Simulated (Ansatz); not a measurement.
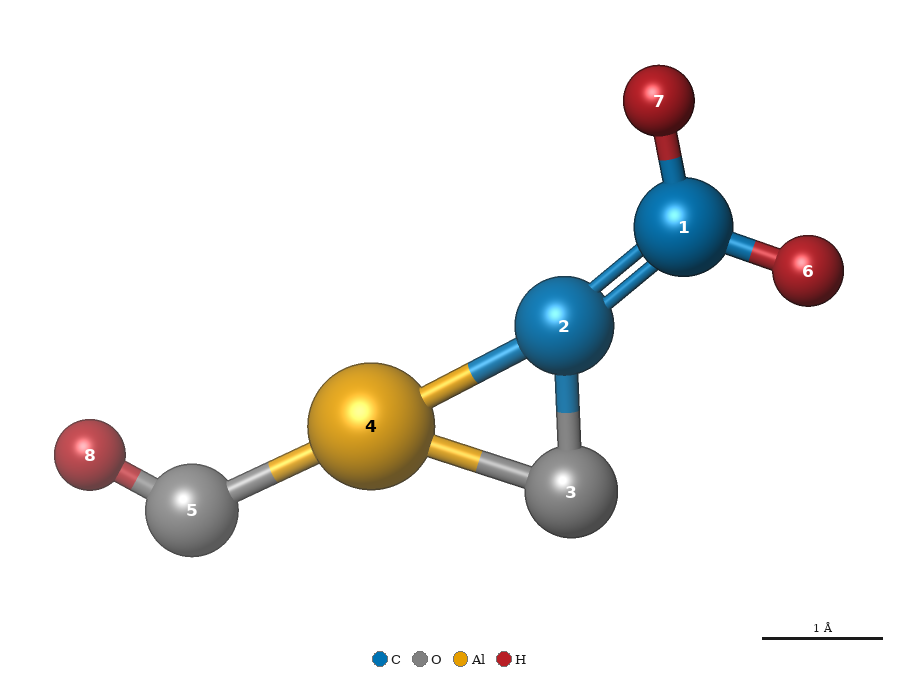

Orthographic view. Atoms fade into the background with distance from the viewer. The geometry was computed by an optimisation with PBE-D4/def2-SVP. No frequency run is at hand to confirm it as a minimum.

List all interatomic distances (Å) as a matrix.

```
atom    C1    C2    O3   Al4    O5    H6    H7    H8
  C1  0.00                                          
  C2  1.34  0.00                                    
  O3  2.49  1.43  0.00                              
 Al4  3.19  1.87  1.76  0.00                        
  O5  4.88  3.57  3.21  1.70  0.00                  
  H6  1.10  2.12  2.80  3.96  5.66  0.00            
  H7  1.10  2.12  3.47  3.77  5.37  1.90  0.00      
  H8  5.44  4.19  4.06  2.39  0.97  6.31  5.77  0.00
```
